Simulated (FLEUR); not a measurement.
# Magnetic state of NiS from several starts

Wanted: the moments of NiS and the energy of each order that was tried.

Program: FLEUR MaX-R8.1. Level of theory: LDA (VWN) with U = 6.9 eV, J = 0.9 eV on Ni d; all-electron FLAPW, Dirac cores, scalar-relativistic bands. Results are calculated unless marked as measured.

The database entry behind the starting cell differs from later determinations by our own check (about 0.4 % short), so it need not match the best structure at ambient conditions.

## Step 1: The structure

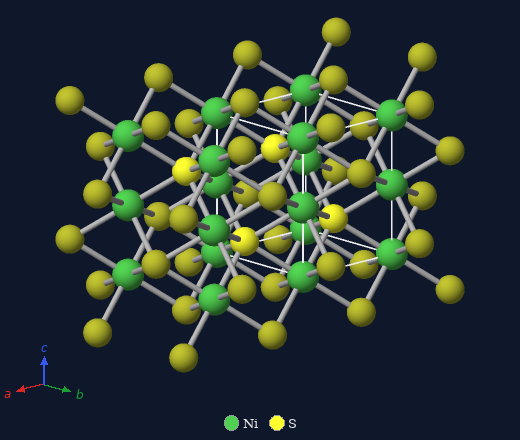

The cell as given, from a free direction (nickel green, sulfur yellow). 2×1×1 cells are drawn. Some periodic images of atoms are drawn too.

As a file:

```cif
data_structure
_symmetry_space_group_name_H-M 'P6_3/mmc'
_symmetry_Int_Tables_number 194
_cell_length_a 3.4250
_cell_length_b 3.4250
_cell_length_c 5.3400
_cell_angle_alpha 90.000
_cell_angle_beta 90.000
_cell_angle_gamma 120.000
_cell_volume 54.25
loop_
_atom_site_label
_atom_site_type_symbol
_atom_site_symmetry_multiplicity
_atom_site_Wyckoff_symbol
_atom_site_fract_x
_atom_site_fract_y
_atom_site_fract_z
_atom_site_occupancy
Ni1 Ni 2 a 0.00000 0.00000 0.00000 1
S1 S 2 c 0.33333 0.66667 0.25000 1
```

## Step 2: Order 1, typed as ferro ++

The parallel start comes first: it shows whether parallel moments hold. The U counters the self-interaction that shrinks the moments of a localised shell.

inpgen writes inp.xml from crystal.txt; cutoffs, mixing, functional, smearing and local orbitals are then set in the file. The k list default-1 (kpts.xml, not shown) is a Γ-centred 8×8×4 mesh; where the ranks do not divide the number of points, some are split in two of half the weight.

inp.xml reads:

```
<?xml version="1.0" encoding="UTF-8" standalone="no"?>
<fleurInput fleurInputVersion="0.39">
   <comment>
      NiS
   </comment>
   <calculationSetup>
      <cutoffs Kmax="4.31" Gmax="12.9" GmaxXC="12.9" numbands="0"/>
      <scfLoop itmax="130" minDistance="0.0001" maxIterBroyd="15" imix="Anderson" alpha="0.05" precondParam="0.0" spinf="2.0" sdNocoIR="T"/>
      <coreElectrons ctail="T" frcor="F" kcrel="0" coretail_lmax="0"/>
      <xcFunctional name="vwn" relativisticCorrections="F"/>
      <magnetism jspins="2"/>
      <soc l_soc="F" theta="0.0" phi="0.0" spav="F"/>
      <expertModes spex="0" secvar="F"/>
      <geometryOptimization l_f="F" forcealpha="1.0" forcemix="BFGS" epsdisp="0.00001" epsforce="0.00001"/>
      <ldaU l_linMix="F" mixParam="0.05" spinf="1.0"/>
   </calculationSetup>
   <cell>
      <bzIntegration valenceElectrons="48.0" mode="hist" fermiSmearingEnergy="0.00110248">
         <kPointListSelection listName="default-1"/>
         <xi:include xmlns:xi="http://www.w3.org/2001/XInclude" href="kpts.xml"> </xi:include>
      </bzIntegration>
      <xi:include xmlns:xi="http://www.w3.org/2001/XInclude" href="sym.xml"> </xi:include>
      <bulkLattice scale="1.0">
         <bravaisMatrix>
            <row-1>    6.4723119767927937    -0.0000000000188973     0.0000000000000000</row-1>
            <row-2>   -3.2361559883963968     5.6051865931226841     0.0000000000000000</row-2>
            <row-3>    0.0000000000000000     0.0000000000000000    10.0911375053639993</row-3>
         </bravaisMatrix>
      </bulkLattice>
   </cell>
   <atomSpecies>
      <species name="Nickel (Ni2.000" element="Ni" atomicNumber="28">
         <mtSphere radius="2.46" gridPoints="813" logIncrement="0.015"/>
         <atomicCutoffs lmax="10" lnonsphr="8"/>
         <electronConfig flipSpins="F">
            <coreConfig>(1s1/2) (2s1/2) (2p1/2) (2p3/2)</coreConfig>
            <valenceConfig>(3s1/2) (3p1/2) (3p3/2) (4s1/2) (3d3/2) (3d5/2)</valenceConfig>
            <stateOccupation state="(3d3/2)" spinUp="2.0" spinDown="1.2"/>
            <stateOccupation state="(3d5/2)" spinUp="3.0" spinDown="1.8"/>
         </electronConfig>
         <energyParameters s="4" p="4" d="3" f="4"/>
         <ldaU l="2" U="6.9" J="0.9" l_amf="F"/>
         <lo type="SCLO" l="0" n="3" eDeriv="0"/>
         <lo type="SCLO" l="1" n="3" eDeriv="0"/>
      </species>
      <species name="Sulfur (S)" element="S" atomicNumber="16">
         <mtSphere radius="1.74" gridPoints="575" logIncrement="0.02"/>
         <atomicCutoffs lmax="6" lnonsphr="4"/>
         <electronConfig flipSpins="F">
            <coreConfig>(1s1/2) (2s1/2) (2p1/2) (2p3/2)</coreConfig>
            <valenceConfig>(3s1/2) (3p1/2) (3p3/2)</valenceConfig>
            <stateOccupation state="(3p1/2)" spinUp="0.666667" spinDown="0.666667"/>
            <stateOccupation state="(3p3/2)" spinUp="1.333333" spinDown="1.333333"/>
         </electronConfig>
         <energyParameters s="3" p="3" d="3" f="4"/>
      </species>
   </atomSpecies>
   <atomGroups>
      <atomGroup species="Nickel (Ni2.000">
         <relPos label="                   1">.0000000000 .0000000000 .0000000000</relPos>
         <relPos label="                   2">.0000000000 .0000000000 1.000/2.000</relPos>
         <force calculate="T" relaxXYZ="TTT"/>
      </atomGroup>
      <atomGroup species="Sulfur (S)">
         <relPos label="                   3">1.000/3.000 -1.000/3.000 1.000/4.000</relPos>
         <relPos label="                   4">-1.000/3.000 1.000/3.000 -1.000/4.000</relPos>
         <force calculate="T" relaxXYZ="TTT"/>
      </atomGroup>
   </atomGroups>
   <output dos="F" band="F" slice="F">
      <bandDOS minEnergy="-.5*Htr" maxEnergy="0.5*Htr" sigma="0.015" storeEVData="T"/>
      <plotting iplot="0" polar="F">
         <plot TwoD="T" vec1="  1.0  0.0  0.0" vec2="  0.0  1.0  0.0" vec3="  0.0  0.0  1.0" zero="  0.0  0.0  0.0" file="plot"/>
      </plotting>
      <moessbauerParams electricFieldGradient="F" isomerShift="F" coreHyperfine="F" valenceHyperfine="F"/>
   </output>
</fleurInput>
```

crystal.txt reads:

```
NiS
&input film=F cartesian=F /
3.42500000002  -0.00000000001  0.00000000000
-1.71250000001  2.96613700798  0.00000000000
0.00000000000  0.00000000000  5.34000000000
1.8897261246
1.0 1.0 1.0

4
28 0.00000000000  0.00000000000  0.00000000000 : 2.000
28 0.00000000000  0.00000000000  0.50000000000 : 2.000
16 0.33333333333  0.66666666667  0.25000000000
16 0.66666666667  0.33333333333  0.75000000000

&kpt div1=8 div2=8 div3=4 gamma=T /
```

The run is started by

```bash
OMP_NUM_THREADS=1 inpgen -f crystal.txt > inpgen.log  # inp.xml is then edited as shown
OMP_NUM_THREADS=1 mpirun -n 4 fleur_MPI > fleur.log
```

The log of the run:

```text
Welcome to FLEUR        (www.flapw.de)
      MaX-Release 8.1          (www.max-centre.eu)

 ========== k-point set info ==========
 Selected k-point list: default-1
 k-point list type: mesh
 0 x 0 x 0
 Number of k points: 32

 ------------Calculation Setup---------------------------
 Number of MPI-tasks      :            4
 Number of PE/node        :            4
 Number of OMP-threads    :            1
 k-points in parallel     :            4
 pe's per k-point         :            1
 No of k-point loops      :            8
 Eigenvalue solver        :       lapack
 Number of basis functions:          547
 Approximate size of matrices (H+S) per k-point:         0.004 GB
 --------------------------------------------------------
 no density matrix found ... skipping LDA+U
 Reset of history
 Iteration:     1   Distance:      38.14579830 me/bohr^3
 Iteration:     2   Distance:      38.13723701 me/bohr^3
 Iteration:     3   Distance:      33.55630819 me/bohr^3
 Iteration:     4   Distance:      25.06199127 me/bohr^3
 Iteration:     5   Distance:      16.91244276 me/bohr^3
 Iteration:     6   Distance:       7.24911980 me/bohr^3
 Iteration:     7   Distance:       8.96231974 me/bohr^3
 Iteration:     8   Distance:       6.16573136 me/bohr^3
 Iteration:     9   Distance:       6.64208287 me/bohr^3
 Iteration:    10   Distance:       6.60319538 me/bohr^3
[... 71 iterations left out ...]
 Iteration:    82   Distance:       0.00680555 me/bohr^3
 Iteration:    83   Distance:       0.00094098 me/bohr^3
 Iteration:    84   Distance:       0.00093935 me/bohr^3
 Iteration:    85   Distance:       0.00010030 me/bohr^3
 Iteration:    86   Distance:       0.00018760 me/bohr^3
 Iteration:    87   Distance:       0.00018836 me/bohr^3
 Iteration:    88   Distance:       0.00019298 me/bohr^3
 Iteration:    89   Distance:       0.00019745 me/bohr^3
 Iteration:    90   Distance:       0.00014094 me/bohr^3
 Iteration:    91   Distance:       0.00008680 me/bohr^3

 ********************************************************************
 Run finished successfully
 Stop message:
   all done
 ********************************************************************

--- out.xml (last complete iteration) ---
<iteration numberForCurrentRun="   91" overallNumber="   91">
         [... left out ...]
         <bandgap value="0.0000000000" units="eV"/>
         <sumValenceSingleParticleEnergies value="-32.9501166413" units="Htr"/>
         <FermiEnergy value="0.3045337571" units="Htr"/>
         <valenceDensity>
            <mtCharges spin="1">
               <mtCharge atomType="1" total="8.8271893" s="1.2027673" p="3.2458762" d="4.3431452" f="0.0278909"/>
               <mtCharge atomType="2" total="1.4629271" s="0.5630436" p="0.8751818" d="0.0230018" f="0.0014468"/>
            </mtCharges>
            <mtCharges spin="2">
               <mtCharge atomType="1" total="8.8271970" s="1.2027675" p="3.2458763" d="4.3431526" f="0.0278908"/>
               <mtCharge atomType="2" total="1.4629269" s="0.5630438" p="0.8751814" d="0.0230018" f="0.0014468"/>
            </mtCharges>
            <spinDependentCharge spin="1" total="23.9999928" interstitial="3.4197598" mtSpheres="20.5802330"/>
            <spinDependentCharge spin="2" total="24.0000072" interstitial="3.4197594" mtSpheres="20.5802478"/>
            <totalCharge value="48.0000000000"/>
         </valenceDensity>
         [... left out ...]
         <allElectronCharges>
            <spinDependentCharge spin="1" total="43.9999928" interstitial="3.4212188" mtSpheres="40.5787739"/>
            <spinDependentCharge spin="2" total="44.0000072" interstitial="3.4212185" mtSpheres="40.5787888"/>
            <totalCharge value="87.9999999891"/>
         </allElectronCharges>
         <magneticMomentsInMTSpheres units="muBohr">
            <globalMagMoment atomType="1" vec="0.00000   0.00000  -0.00001"/>
            <localMagMoment atomType="1" vec="0.00000   0.00000  -0.00001"/>
            <globalMagMoment atomType="2" vec="0.00000   0.00000   0.00000"/>
            <localMagMoment atomType="2" vec="0.00000   0.00000   0.00000"/>
         </magneticMomentsInMTSpheres>
         <moessbauerParams unitsHFF="kG" unitsIS="e/bohr^3" unitsEFG="Htr/bohr^2">
         </moessbauerParams>
         <totalEnergy value="    -3832.6421492501" units="Htr">
            <sumOfEigenvalues value="    -2182.6627161139">
               <coreElectrons value="-2149.7125994725"/>
               <valenceElectrons value="-32.9501166413"/>
            </sumOfEigenvalues>
            <densityCoulombPotentialIntegral value="-5837.0561120698"/>
            <densityEffectivePotentialIntegral value="-6063.6452880666"/>
            <chargeDenXCDenIntegral value="-171.2354853469"/>
            <FockExchangeEnergyValence value="0.0000000000"/>
            <FockExchangeEnergyCore value="0.0000000000"/>
            <atomTypeDependentContributions atomType="1">
               <electronNucleiInteractionDifferentMTs value="3654.6378019460"/>
               <MadelungTerm value="-13.0515615718"/>
            </atomTypeDependentContributions>
            <atomTypeDependentContributions atomType="2">
               <electronNucleiInteractionDifferentMTs value="929.7158891472"/>
               <MadelungTerm value="-28.1353317097"/>
            </atomTypeDependentContributions>
            <dftUCorrection value="-1.6794045537"/>
            <tkbTimesEntropy value="0.0002364939"/>
            <freeEnergy value="-3832.6423857441"/>
            <extrapolationTo0K value="-3832.6422674971"/>
         </totalEnergy>
         <ldaUDensityMatrix>
            <densityMatrixFor spin="1" atomType="1" uIndex="1" l="2" U="6.90000000" J="0.90000000">
               (+0.87846,+0.00000) (+0.00000,+0.00000) (+0.00000,+0.00000) (+0.00000,-0.08130) (+0.00000,+0.00000)
               (+0.00000,+0.00000) (+0.82362,+0.00000) (+0.00000,+0.00000) (+0.00000,+0.00000) (+0.00000,+0.08130)
               (+0.00000,+0.00000) (+0.00000,+0.00000) (+0.93897,+0.00000) (+0.00000,+0.00000) (+0.00000,+0.00000)
               (+0.00000,+0.08130) (+0.00000,+0.00000) (+0.00000,+0.00000) (+0.82362,+0.00000) (+0.00000,+0.00000)
               (+0.00000,+0.00000) (+0.00000,-0.08130) (+0.00000,+0.00000) (+0.00000,+0.00000) (+0.87846,+0.00000)
            </densityMatrixFor>
            <densityMatrixFor spin="2" atomType="1" uIndex="1" l="2" U="6.90000000" J="0.90000000">
               (+0.87846,+0.00000) (+0.00000,+0.00000) (+0.00000,+0.00000) (+0.00000,-0.08129) (+0.00000,+0.00000)
               (+0.00000,+0.00000) (+0.82363,+0.00000) (+0.00000,+0.00000) (+0.00000,+0.00000) (+0.00000,+0.08129)
               (+0.00000,+0.00000) (+0.00000,+0.00000) (+0.93897,+0.00000) (+0.00000,+0.00000) (+0.00000,+0.00000)
               (+0.00000,+0.08129) (+0.00000,+0.00000) (+0.00000,+0.00000) (+0.82363,+0.00000) (+0.00000,+0.00000)
               (+0.00000,+0.00000) (+0.00000,-0.08129) (+0.00000,+0.00000) (+0.00000,+0.00000) (+0.87846,+0.00000)
            </densityMatrixFor>
         </ldaUDensityMatrix>
         <ldaUDensityMatrixConvergence>
            <distance spin="1" distance="0.000002"/>
            <distance spin="2" distance="0.000004"/>
         </ldaUDensityMatrixConvergence>
         <densityConvergence units="me/bohr^3">
            <chargeDensity spin="1" distance="0.0000399604"/>
            <chargeDensity spin="2" distance="0.0000637681"/>
            <overallChargeDensity distance="0.0000615816"/>
            <spinDensity distance="0.0000867993"/>
         </densityConvergence>
      </iteration>
```

Wall time 2 min (4 MPI ranks of Intel Xeon 6975P-C (Granite Rapids), shared host); peak memory 0.31 GiB.

The spin moment in the muffin-tin sphere vanishes on all atoms.

Numbers from this step:

```yaml
free_energy: -104291.5123 eV
program_s_band_gap_on_this_mesh_in_a_metal_only_a_level_spacing: 0 eV
final_state: non-magnetic
```

The moments were lost under the U: either the shell is closed or low-spin here, or a magnetic state was missed.

After 91 cycles the seed has died away: no moment is left.

(Continued in part 2 of 3.)

[Logs and program files are shortened in this print: banners, set-up blocks, solver, clock and traceback lines can be left out without a mark of their own.]

[Logs are printed without paths, hosts, clocks, repeated set-up lines and the standing remarks that a program may print on its own settings, such as how far it seeks lower states.]

[Hosts, paths, dates, database ids (printed as entryN), source tags and the programs' standing remarks are cut or masked in the printed files.]

[Where a cell is said to come from a database of computed structures, the database is the Materials Project.]
